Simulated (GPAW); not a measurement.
Consider FeO2 (P4_2/mnm).

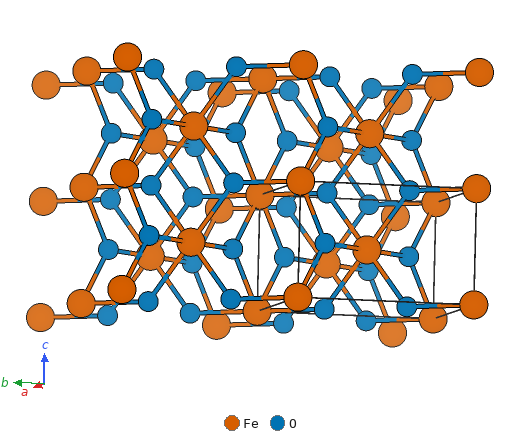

The structure (iron orange, oxygen blue). 2×2×2 cells are drawn. Some periodic images of atoms are drawn too.

```xyz
6
Lattice="4.6094 0.0000 0.0000 0.0000 4.6094 0.0000 0.0000 0.0000 2.9771" Properties=species:S:1:pos:R:3 pbc="T T T"
Fe    2.3047    2.3047    1.4886
Fe    0.0000    0.0000    0.0000
O     0.8783    3.7311    1.4886
O     3.1830    3.1830    0.0000
O     1.4264    1.4264    0.0000
O     3.7311    0.8783    1.4886
```

Absorber: atom 3, with 2 Fe at 1.94 Å and 1 Fe at 2.02 Å (distorted trigonal planar, site symmetry m2m). Method: GPAW, LDA + U (Fe 4 eV), excited-electron core hole (neutral cell), 12-atom cell with 5.5 Å between holes, 5×5×5 k points, dipole transitions, Gaussian full width 0.9 eV up to 4 eV, rising linearly to 3.5 eV at 25 eV.

Q: Predict the near-edge structure at the O K edge.

Main maxima up to 24 eV above the zero (height): 0.3 eV (0.40), 2.4 eV (1.05), 3.7 eV (1.97) and 14.0 eV (2.59). A K edge sees empty p states; the first features are O p mixed into the empty d states of the Fe neighbours, and the broad ones above probably into the cations' higher empty bands. The total-energy difference is 522.49 eV. The functional leaves an error in such absolute values: in the free atom LDA prices this hole 4.1 eV below PBE (computed apart), and PBE is itself good to a few eV.

The O K spectrum (energy from the lowest empty level; intensity scaled to a mean of 1 over the first 20 eV; polarised curves are means over the symmetry-equivalent atoms):

```csv
E (eV),isotropic,ε ⊥ c,ε ∥ c
-2.0,0.00,0.00,0.00
-0.5,0.08,0.06,0.12
1.0,0.09,0.06,0.16
2.5,1.04,1.14,0.83
4.0,1.57,1.22,2.26
5.5,0.01,0.01,0.01
7.0,0.05,0.05,0.06
8.5,0.38,0.35,0.45
10.0,1.35,1.19,1.68
11.5,2.10,1.72,2.85
13.0,2.31,2.07,2.78
14.5,2.47,2.80,1.81
16.0,1.22,1.46,0.74
17.5,0.53,0.57,0.45
19.0,0.44,0.40,0.52
20.5,0.49,0.41,0.65
22.0,0.59,0.60,0.59
23.5,0.73,0.86,0.48
25.0,0.71,0.83,0.46
26.5,0.65,0.73,0.48
28.0,0.65,0.69,0.57
29.5,0.67,0.61,0.80
31.0,0.80,0.63,1.15
```

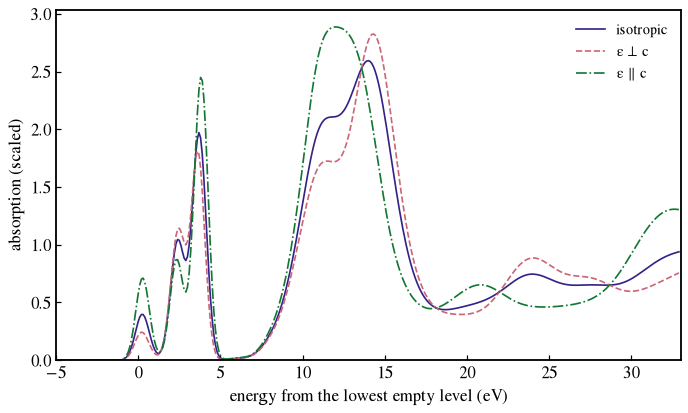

The O K edge.

The hole lies in one spin channel, while the script sums the empty states of both and takes the lower zero; where the two channels are split, this blurs and shifts the curve. The unit cell's mesh shows no gap over 0.35 eV. That is right for a metallic compound; for a small-gap or correlated insulator it would be the fault of the functional or of the assumed magnetic order, and the hole would be screened too well. The spins start antiferromagnetically in a simple order, which needn't be the measured one; gap and edge can depend on it. The holes are only 5.5 Å apart, so the shape is probably not converged with cell size; no larger cell was run here. The mesh is coarse (0.29 Å⁻¹ between points), so small maxima may be mesh ripples. The structure is a computed Materials Project entry and may be a hypothetical form.

[Banner, clock and machine lines of the logs are left out without a mark of their own.]

[Logs are printed without paths, hosts, clocks, repeated set-up lines and the standing remarks that a program may print on its own settings, such as how far it seeks lower states.]

[Hosts, paths, dates, database ids (printed as entryN), source tags and the programs' standing remarks are cut or masked in the printed files.]

[Lists of maxima count a maximum above −3 eV only where it reaches 4 % of the highest in the window and stands out from its surroundings by 2 % of it (1.5 % where it reaches 55 %); shoulders and weaker maxima are passed over, and of the rest the first, up to two pre-edge ones and the few strongest are named.]
